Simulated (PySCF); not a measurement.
# InCl (SMILES [Cl][In]) at M06-2X/def2-TZVPPD (core potential)

What is the vertical singlet–triplet gap of InCl at M06-2X/def2-TZVPPD (core potential)? 

The results are computed with PySCF 2.14.0.

3 further runs of the same task are left out: 1 that didn't finish, 2 set aside as unsound or not needed.

**1. Starting point**

The species is InCl (2 atoms), meant as a singlet with charge 0. SMILES: `[Cl][In]`. The coordinates come from a PBE0-D4/def2-TZVP relaxation.

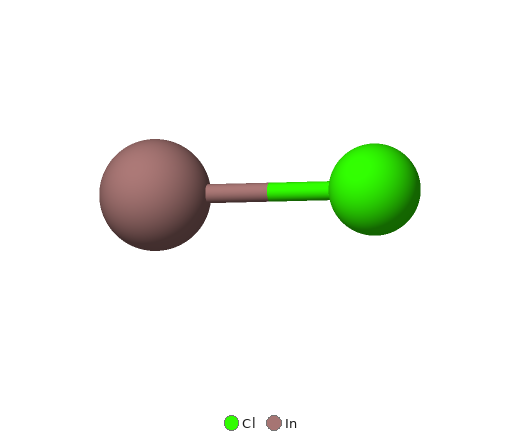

Viewed from a chosen angle; chlorine green, indium brown.

**2. A single-point energy at M06-2X/def2-TZVPPD (core potential)**

The input, input.py:

```python
from pyscf import gto, dft

mol = gto.M(
    atom=[
    ('Cl', (0.000000, -0.000000, -0.013930)),
    ('In', (-0.000000, 0.000000, 2.399590)),
],
    verbose=3,
    ecp={'In': 'def2-svp'},
    basis='def2-tzvppd',
    max_memory=1860,
)

mf = dft.RKS(mol)
mf.xc = 'm06-2x'
mf.grids.level = 5
mf.conv_tol = 1e-10
mf.kernel()
if not mf.converged:
    mf = mf.newton().run(mf.mo_coeff, mf.mo_occ)

energy = mf.e_tot
print('E(%s) = %.9f' % ('M06-2X', energy))
```

Command:

```bash
$ OMP_NUM_THREADS=1 python input.py
```

Log:

```text
converged SCF energy = -650.347177294229
E(M06-2X) = -650.347177294
```

Run time: 17 s. Hardware: 1 thread of Arm Neoverse V2, shared host; peak memory 0.59 GiB.

**3. The triplet**

The input, calc.py:

```python
from pyscf import gto, dft

system = gto.M(
    atom='''
Cl     0.000000     0.000000    -0.026324
In     0.000000     0.000000     4.534568
''',
    unit='bohr',
    spin=2,
    ecp={'In': 'def2-svp'},
    charge=0,
    basis='def2-tzvppd',
    verbose=3,
    max_memory=1860,
)

mf = dft.UKS(system, xc='m06-2x')
mf.conv_tol = 1e-10
mf.grids.level = 5
mf.kernel()
if not mf.converged:
    mf = mf.newton().run(mf.mo_coeff, mf.mo_occ)

e_tot = mf.e_tot
print(f'total energy: {e_tot:.8f} hartree')
```

Command:

```bash
$ OMP_NUM_THREADS=1 python calc.py
```

Log:

```text
WARN: HOMO -0.412625498354566 >= LUMO -0.650302845906341

WARN: HOMO -0.0466621595714751 >= LUMO -0.0994411109136007

WARN: HOMO -0.161173697687593 >= LUMO -0.183156755597125

WARN: HOMO -0.179310982120373 >= LUMO -0.192244415287024

WARN: HOMO -0.182249433406101 >= LUMO -0.199166768661708

WARN: HOMO -0.182094450909086 >= LUMO -0.201349175749753

WARN: HOMO -0.182482617863843 >= LUMO -0.20457916101102

WARN: HOMO -0.182802942810122 >= LUMO -0.205144993992633

WARN: HOMO -0.182796183555131 >= LUMO -0.20501260390692

WARN: HOMO -0.182839199289811 >= LUMO -0.205207867999471

WARN: HOMO -0.182851963050466 >= LUMO -0.205224585234044

WARN: HOMO -0.182854171196851 >= LUMO -0.205223759555741

WARN: HOMO -0.182854157917492 >= LUMO -0.205226384359526

WARN: HOMO -0.18285449999745 >= LUMO -0.205226934971147

converged SCF energy = -650.225411168273  <S^2> = 2.0064792  2S+1 = 3.0043163
total energy: -650.22541117 hartree
```

Run time: 38 s. Hardware: 1 thread of Arm Neoverse V2, shared host; peak memory 0.6 GiB.

**4. Outcome**

At M06-2X/def2-TZVPPD (core potential):

| quantity | value |
| --- | --- |
| singlet: total energy | -650.34718 Eh |
| singlet: dipole moment | 3.72 D |
| singlet: HOMO energy | -8.03 eV |
| singlet: LUMO energy | -1.18 eV |
| singlet: HOMO–LUMO gap | 6.85 eV |
| triplet: total energy | -650.22541 Eh |
| triplet: dipole moment | 2.54 D |
| triplet: HOMO energy (highest over α and β) | -4.98 eV |
| triplet: ⟨S²⟩ | 2.006 |
| vertical energy of the triplet above the singlet | 3.313 eV |

In words: At this shape the triplet lies 3.31 eV (320 kJ/mol) above the singlet.
